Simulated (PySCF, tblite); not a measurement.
# C5H4Cl2O: dynamics, then NMR shifts on frames, part 2 of 2

tblite 0.8.0 and PySCF 2.14.0. Atoms count from 0. The steps go on from the part before.

## Step 5: Shielding tensors: 625 fs, PBE0/pcSseg-1

What the job is given:

```
{"job": {"kind": "nmr", "xc": "PBE0", "basis": "pcSseg-1", "pop": false}, "charge": 0, "multiplicity": 1}
C     -2.947500    -0.862100     0.570900
C     -2.077800     0.237700     0.989000
O     -2.418000     1.164400     1.656600
C     -0.749500     0.124700     0.447600
C      0.323900    -0.076100    -0.132400
C      1.611100    -0.354400    -0.635100
Cl     1.900500    -1.929900    -1.488700
Cl     2.856900    -0.364300     0.708200
H     -2.521000    -1.809000     0.891400
H     -3.240400    -0.882300    -0.451200
H     -3.824900    -0.835800     1.195200
H      1.789800     0.428000    -1.351700
```

With the program's defaults for keys left out, this is: GIAO PBE0/pcSseg-1 NMR shielding, non-relativistic, gas phase.

Output:

```text
coarse grid: 12248 points
cycle   1  E = -1187.5566359865  dE =  1.334e+00  |g| = 8.756e-01  |ddm| = 3.579e+00
cycle   2  E = -1186.9394604143  dE =  6.172e-01  |g| = 1.909e+00  |ddm| = 3.100e+00
cycle   3  E = -1187.7097530528  dE = -7.703e-01  |g| = 2.296e-01  |ddm| = 2.380e+00
cycle   4  E = -1187.7195241378  dE = -9.771e-03  |g| = 1.260e-01  |ddm| = 3.235e-01
cycle   5  E = -1187.7222027415  dE = -2.679e-03  |g| = 6.657e-02  |ddm| = 1.265e-01
cycle   6  E = -1187.7231706820  dE = -9.679e-04  |g| = 1.729e-02  |ddm| = 5.678e-02
cycle   7  E = -1187.7232426720  dE = -7.199e-05  |g| = 5.201e-03  |ddm| = 1.954e-02
cycle   8  E = -1187.7232484787  dE = -5.807e-06  |g| = 1.100e-03  |ddm| = 6.449e-03
final grid: 112232 points
cycle   9  E = -1187.7796896396  dE = -1.573e-05  |g| = 1.241e-02  |ddm| = 5.239e-02
cycle  10  E = -1187.7796035285  dE =  8.611e-05  |g| = 2.431e-02  |ddm| = 3.076e-02
cycle  11  E = -1187.7797188323  dE = -1.153e-04  |g| = 2.004e-03  |ddm| = 2.255e-02
cycle  12  E = -1187.7797195450  dE = -7.127e-07  |g| = 6.072e-04  |ddm| = 2.016e-03
cycle  13  E = -1187.7797196135  dE = -6.857e-08  |g| = 2.813e-04  |ddm| = 6.149e-04
cycle  14  E = -1187.7797196324  dE = -1.884e-08  |g| = 6.628e-05  |ddm| = 2.475e-04
cycle  15  E = -1187.7797196333  dE = -9.168e-10  |g| = 2.006e-05  |ddm| = 8.995e-05
converged SCF energy = -1187.7797196333

GIAO shielding tensors (ppm)
atom      isotropic    diamagn.    paramagn.     s11        s22        s33       span
  0 C      158.012     249.233     -91.221    136.783    139.656    197.598     60.814
  1 C        4.698     249.005    -244.307    -95.754      8.519    101.329    197.083
  2 O     -368.705     396.766    -765.471  -1019.089   -452.827    365.802   1384.891
  3 C       81.675     257.911    -176.236      3.022     26.651    215.352    212.330
  4 C       92.292     262.641    -170.349     13.174     26.847    236.854    223.680
  5 C      113.441     240.480    -127.038     81.925    107.383    151.016     69.090
  6 Cl     550.540    1145.379    -594.839    135.056    504.293   1012.271    877.215
  7 Cl     486.112    1145.402    -659.290     -6.428    449.225   1015.540   1021.968
  8 H       29.385      28.833       0.553     25.811     30.177     32.168      6.358
  9 H       29.689      28.328       1.362     26.449     28.877     33.742      7.293
 10 H       29.937      26.183       3.754     26.543     27.849     35.419      8.876
 11 H       25.770      26.462      -0.692     22.570     24.485     30.256      7.686
```

Run time: 32 s. Hardware: 1 thread of Arm Neoverse N1, shared host; peak memory 0.84 GiB.

This run: δ C1 182.2, C3 105.3, C4 94.6, C5 73.5, H11 5.95, H8 2.33 ppm.

## Step 6: NMR shieldings: 800 fs, PBE0/pcSseg-1

What the job is given:

```
{"job": {"kind": "nmr", "xc": "PBE0", "basis": "pcSseg-1", "pop": false}, "charge": 0, "multiplicity": 1}
C     -3.219500    -0.778800     0.799800
C     -2.114200     0.223000     0.787000
O     -2.417600     1.238200     1.352300
C     -0.798400     0.010100     0.291600
C      0.314700     0.207200    -0.203100
C      1.583200     0.026700    -0.924300
Cl     1.480800    -1.380100    -2.067400
Cl     2.988600    -0.381100     0.182300
H     -3.367800    -1.278700    -0.169600
H     -4.093400    -0.214200     1.115400
H     -2.935900    -1.472600     1.614700
H      1.991500     0.877900    -1.524100
```

Method: GIAO PBE0/pcSseg-1 NMR shielding, non-relativistic, gas phase.

Output:

```text
coarse grid: 12248 points
cycle   1  E = -1187.5295544349  dE =  1.220e+00  |g| = 9.191e-01  |ddm| = 3.441e+00
cycle   2  E = -1186.0541580908  dE =  1.475e+00  |g| = 2.621e+00  |ddm| = 3.943e+00
cycle   3  E = -1187.6807589780  dE = -1.627e+00  |g| = 3.625e-01  |ddm| = 3.393e+00
cycle   4  E = -1187.7072358996  dE = -2.648e-02  |g| = 2.065e-01  |ddm| = 6.286e-01
cycle   5  E = -1187.7145038906  dE = -7.268e-03  |g| = 1.040e-01  |ddm| = 1.892e-01
cycle   6  E = -1187.7166270532  dE = -2.123e-03  |g| = 3.807e-02  |ddm| = 1.027e-01
cycle   7  E = -1187.7169857807  dE = -3.587e-04  |g| = 1.186e-02  |ddm| = 3.629e-02
cycle   8  E = -1187.7170158817  dE = -3.010e-05  |g| = 2.170e-03  |ddm| = 1.399e-02
cycle   9  E = -1187.7170170106  dE = -1.129e-06  |g| = 6.672e-04  |ddm| = 4.004e-03
final grid: 112232 points
cycle  10  E = -1187.7745486403  dE = -1.832e-05  |g| = 1.116e-02  |ddm| = 3.645e-02
cycle  11  E = -1187.7744806383  dE =  6.800e-05  |g| = 2.166e-02  |ddm| = 3.091e-02
cycle  12  E = -1187.7745710964  dE = -9.046e-05  |g| = 2.175e-03  |ddm| = 2.367e-02
cycle  13  E = -1187.7745719301  dE = -8.337e-07  |g| = 5.324e-04  |ddm| = 2.583e-03
cycle  14  E = -1187.7745719852  dE = -5.508e-08  |g| = 2.296e-04  |ddm| = 5.722e-04
cycle  15  E = -1187.7745719974  dE = -1.216e-08  |g| = 7.429e-05  |ddm| = 1.980e-04
cycle  16  E = -1187.7745719986  dE = -1.193e-09  |g| = 2.025e-05  |ddm| = 8.340e-05
cycle  17  E = -1187.7745719987  dE = -9.595e-11  |g| = 4.418e-06  |ddm| = 2.385e-05
converged SCF energy = -1187.7745719987

GIAO shielding tensors (ppm)
atom      isotropic    diamagn.    paramagn.     s11        s22        s33       span
  0 C      145.316     253.207    -107.892    116.591    133.223    186.133     69.543
  1 C       -5.060     240.470    -245.529   -112.128     -6.495    103.445    215.573
  2 O     -445.147     399.309    -844.456  -1145.272   -490.211    300.042   1445.314
  3 C       85.991     262.173    -176.182      3.361     31.513    223.097    219.736
  4 C       89.097     260.450    -171.353      7.695     17.300    242.296    234.601
  5 C      106.945     241.260    -134.314     69.308    120.017    131.511     62.204
  6 Cl     505.352    1145.228    -639.876    100.325    416.380    999.351    899.027
  7 Cl     527.522    1145.050    -617.528    110.874    454.438   1017.254    906.380
  8 H       28.745      28.213       0.532     25.559     28.906     31.771      6.213
  9 H       28.629      28.613       0.016     25.500     27.636     32.751      7.251
 10 H       28.743      27.500       1.242     26.251     28.205     31.771      5.520
 11 H       24.329      25.889      -1.560     20.512     23.337     29.137      8.624
```

Wall time 34 s (1 thread of Arm Neoverse N1, shared host); peak memory 0.78 GiB.

In short: δ C1 192.0, C3 100.9, C4 97.8, C5 80.0, H11 7.39, H9 3.09 ppm.

## Step 7: NMR shieldings: 1000 fs, PBE0/pcSseg-1

What the job is given:

```
{"job": {"kind": "nmr", "xc": "PBE0", "basis": "pcSseg-1", "pop": false}, "charge": 0, "multiplicity": 1}
C     -2.595600    -1.164400     1.724000
C     -1.987000     0.143300     1.190500
O     -2.515300     1.186200     1.271800
C     -0.726100     0.067200     0.453100
C      0.343600    -0.087400    -0.125000
C      1.550200    -0.218000    -0.911500
Cl     1.449600    -1.696000    -1.933200
Cl     3.119800    -0.267100     0.013800
H     -2.524500    -1.766000     0.803500
H     -3.556800    -0.983300     2.146200
H     -1.957600    -1.401500     2.584300
H      1.731800     0.645000    -1.543400
```

Level: GIAO PBE0/pcSseg-1 NMR shielding, non-relativistic, gas phase.

Output:

```text
coarse grid: 12248 points
cycle   1  E = -1187.5526815888  dE =  1.246e+00  |g| = 8.886e-01  |ddm| = 3.630e+00
cycle   2  E = -1186.9996163352  dE =  5.531e-01  |g| = 1.856e+00  |ddm| = 2.938e+00
cycle   3  E = -1187.7102150084  dE = -7.106e-01  |g| = 2.120e-01  |ddm| = 2.200e+00
cycle   4  E = -1187.7182314924  dE = -8.016e-03  |g| = 1.207e-01  |ddm| = 2.927e-01
cycle   5  E = -1187.7208179832  dE = -2.586e-03  |g| = 6.013e-02  |ddm| = 1.223e-01
cycle   6  E = -1187.7216162659  dE = -7.983e-04  |g| = 1.471e-02  |ddm| = 5.165e-02
cycle   7  E = -1187.7216677968  dE = -5.153e-05  |g| = 4.327e-03  |ddm| = 1.764e-02
cycle   8  E = -1187.7216718514  dE = -4.055e-06  |g| = 9.747e-04  |ddm| = 5.442e-03
final grid: 112232 points
cycle   9  E = -1187.7799202834  dE = -1.654e-05  |g| = 1.211e-02  |ddm| = 4.327e-02
cycle  10  E = -1187.7798455649  dE =  7.472e-05  |g| = 2.306e-02  |ddm| = 2.961e-02
cycle  11  E = -1187.7799477895  dE = -1.022e-04  |g| = 1.869e-03  |ddm| = 2.115e-02
cycle  12  E = -1187.7799483955  dE = -6.060e-07  |g| = 6.378e-04  |ddm| = 1.865e-03
cycle  13  E = -1187.7799484738  dE = -7.832e-08  |g| = 2.837e-04  |ddm| = 6.072e-04
cycle  14  E = -1187.7799484930  dE = -1.919e-08  |g| = 5.453e-05  |ddm| = 2.509e-04
cycle  15  E = -1187.7799484936  dE = -6.103e-10  |g| = 1.885e-05  |ddm| = 7.626e-05
converged SCF energy = -1187.7799484936

GIAO shielding tensors (ppm)
atom      isotropic    diamagn.    paramagn.     s11        s22        s33       span
  0 C      147.012     256.481    -109.469    125.005    130.112    185.920     60.915
  1 C        3.296     249.278    -245.982   -100.840     22.371     88.357    189.197
  2 O     -357.889     399.185    -757.074   -979.824   -442.466    348.624   1328.448
  3 C       91.042     258.694    -167.651     13.188     33.521    226.417    213.229
  4 C      102.377     261.313    -158.936     19.334     31.782    256.015    236.680
  5 C      112.142     238.962    -126.820     69.914    124.726    141.784     71.870
  6 Cl     585.170    1145.415    -560.245    222.807    524.946   1007.758    784.951
  7 Cl     578.737    1145.280    -566.543    201.235    510.996   1023.979    822.744
  8 H       28.568      28.934      -0.367     25.472     29.741     30.490      5.018
  9 H       29.775      28.379       1.395     26.916     27.489     34.919      8.002
 10 H       28.882      29.327      -0.445     25.957     29.205     31.483      5.526
 11 H       25.024      26.833      -1.809     21.081     24.321     29.670      8.589
```

It took 32 s on 1 thread of Arm Neoverse N1, shared host; peak memory 0.78 GiB.

This run: δ C1 183.6, C3 95.9, C4 84.5, C5 74.8, H11 6.69, H8 3.15 ppm.

## Step 8: Side by side: NMR shifts

Shifts (ppm) of some atoms, chosen among heavy atoms and hydrogens apart, with basis size and wall time:

| frame | C4 | C0 | H11 | H9 | O2 | Cl6 | Cl7 | functions | time |
| --- | --- | --- | --- | --- | --- | --- | --- | --- | --- |
| 250 fs | 94.9 | 42.6 | 7.05 | 3.77 | 717.6 | 348 | 330 | 170 | 45 s |
| 425 fs | 91.2 | 33.7 | 5.58 | 2.66 | 756.7 | 372 | 418 | 170 | 35 s |
| 625 fs | 94.6 | 28.9 | 5.95 | 2.03 | 704.8 | 399 | 464 | 170 | 32 s |
| 800 fs | 97.8 | 41.6 | 7.39 | 3.09 | 781.2 | 444 | 422 | 170 | 34 s |
| 1000 fs | 84.5 | 39.9 | 6.69 | 1.94 | 694.0 | 365 | 371 | 170 | 32 s |

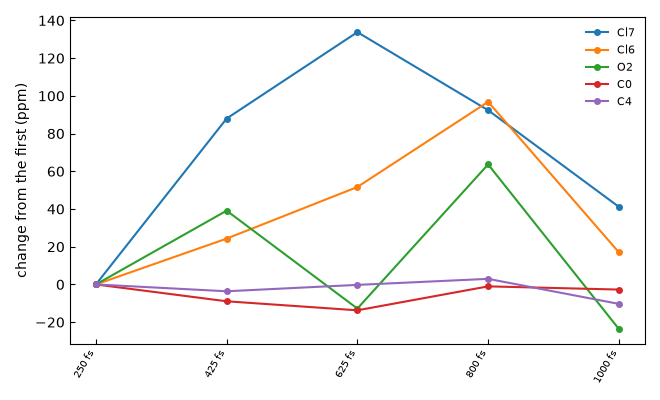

How five of the tabulated atoms move from run to run.

## Step 9: Results

The summary covers parts 1 to 2.

```
                                       quantity                              value
                                     thermostat                              300 K
                  mean temperature, second half                              309 K
        mean potential energy above the minimum                            0.40 eV
 ¹³C shifts against TMS (PBE0/pcSseg-1, 250 fs)  188.3, 99.7, 94.9, 68.6, 42.6 ppm
  ¹H shifts against TMS (PBE0/pcSseg-1, 250 fs)         7.05, 3.77, 3.33, 3.00 ppm
 ¹⁷O shifts against H2O (PBE0/pcSseg-1, 250 fs)                          717.6 ppm
³⁵Cl shifts against HCl (PBE0/pcSseg-1, 250 fs)                       348, 330 ppm
          surface potential, 1st and 99th percentile                 -1.47 V and 1.66 V
                      range of the shift of Cl7                     330 to 464 ppm
```

**Reading.** In the second half the potential energy averages 0.40 eV above the minimum; equipartition over 30 harmonic modes at 300 K would give 0.39 eV. With 12 atoms the temperature swings widely (124 to 428 K). C5 stands next to heavy halogen, whose spin-orbit shielding this run leaves out, so the computed shift lies too far downfield, most of all for carbon beside Br or I. Shifts at one fixed geometry are not the observed spectrum, which averages over the motion. In the first frame run (250 fs): The widest tensor belongs to O2: span 1338 ppm, with a paramagnetic part of -778 ppm. By nearest atom (PBE0/pcSseg-1), the HOMO sits on O2 67 %; C0, C3 about 8 % each and the LUMO on C1, C4 about 23 % each; O2 22 %. In ppm, Cl7 moves most: its shift spreads over 134 ppm, from 330 (250 fs) to 464 (625 fs).
